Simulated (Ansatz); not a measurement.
**TiPt3 (Pm-3m): Drude plasma energy against volume**

The cell of TiPt3 (Pm-3m) is scaled evenly and the response computed anew at each volume, on one mesh. The atoms keep their fractional positions.

The structure is cubic, space group Pm-3m (No. 221). Conventional cell: a = 3.897 Å, b = 3.897 Å, c = 3.897 Å, α = 90.00°, β = 90.00°, γ = 90.00°. Pt on site c has 8 Pt at 2.76 Å and 4 Ti at 2.76 Å as nearest neighbours. Ti on site a has 12 Pt at 2.76 Å as nearest neighbours.

Method: Ansatz 0.2.0, LDA, independent particles, k-mesh 10×10×10 with interpolation inside its cells, Gaussian parameter 0.1 eV.

Launch of the response step: `ansatz run input.yaml --threads 4 --pin off --max-ram 8192MiB --backend cpu --events-out ev --progress --plain --runs-dir out`. The series took 15.0 min in all, on 4 threads of Intel(R) Xeon(R) Processor @ 2.50GHz (Skylake/Cascade Lake), on a shared host.

| V/V₀ | V (Å³, primitive cell) | Drude plasma energy (eV) |
| --- | --- | --- |
| 0.94 | 55.63 | 2.907 |
| 0.96 | 56.81 | 2.830 |
| 0.98 | 58.00 | 2.750 |
| 1.00 | 59.18 | 2.671 |
| 1.02 | 60.37 | 2.604 |
| 1.04 | 61.55 | 2.545 |
| 1.06 | 62.73 | ? |

For small changes the quantity should be close to linear in ln V.

Working, on the rows shown:

| x = ln(V/V₀) | y = Drude plasma energy |
| --- | --- |
| -0.0618754 | 2.907 |
| -0.040822 | 2.83 |
| -0.0202027 | 2.75 |
| 0 | 2.671 |
| 0.0198026 | 2.604 |
| 0.0392207 | 2.545 |

Means: x̄ = -0.010646, ȳ = 2.7178. Σ(x − x̄)(y − ȳ) = -0.02597, Σ(x − x̄)² = 0.007154. Slope = -0.02597 / 0.007154 = -3.63; intercept = ȳ − slope · x̄ = 2.6792. The line misses the rows shown by at most 0.0082 eV.

**Question.** What does the fit predict for the withheld row, and how well does it do?

**Answer.** At x = 0.058269 the line gives y = 2.4677 eV. The run gave 2.486 eV, so the extrapolation is off by 0.018 eV, 4 % of the range in the table.

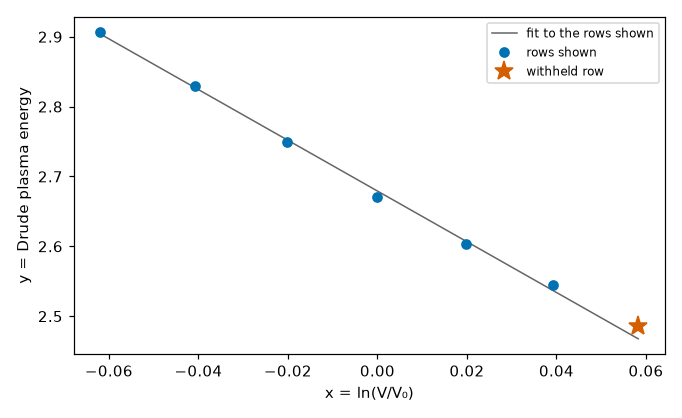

Between the rows on either side of x = 0 the slope is (2.604 − 2.75) / (0.019803 − (-0.020203)) = -3.65. So d ln ωp/d ln V = -1.37; free electrons would give −0.50. The cell comes from an older database entry, whose edges can be off by a per cent or so. The values come from a sum over the points of one k-mesh and carry its error, which is largest for Fermi-surface quantities. Spin-orbit coupling is left out.
